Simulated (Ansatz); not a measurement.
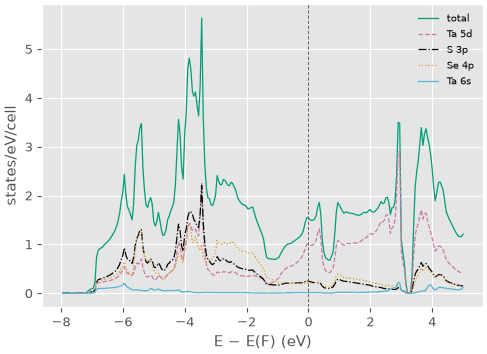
Fig. 1. Total and projected density of states of TaSeS in space group P3m1 (No. 156; Ta on 1a, Se on 1c, S on 1b), the program Ansatz at the LDA level (PAW)

Q: Which orbitals carry the states next to the Fermi level?

A: Within 0.5 eV of the Fermi level: Ta 5d 64 %, S 3p 16 %, Se 4p 15 %. Projections are on Löwdin-orthogonalised atomic valence shells; empty p or d shells of many metals are not among them.

Q: Where is the tallest occupied peak in this window, and what makes it?

A: Near -3.4 eV, about 5.6 states/eV per cell; the largest projected share is Ta 5d.

The first step of the workflow began from a Materials Project structure, measured or hypothetical; the Crystallography Open Database copy checked does not list it. With Se and S taken as one species the cell has the higher symmetry P-3m1, so it may be an ordered model of a mixed-site phase. Whether it is the stable phase at ambient conditions was not checked. The cell was relaxed with LDA under the symmetry of its start. At this level the phase is dynamically unstable (imaginary phonons). No spin polarisation was allowed. A crystal of weakly bound layers computed without a dispersion correction: the cell and the soft elastic constants depend strongly on that. With an odd number of electrons in the cell and no spin polarisation, the count alone makes it a metal. Scalar-relativistic: spin–orbit coupling is off unless named, which matters more the heavier the elements.

Potentials: the later of the program's two PAW sets.
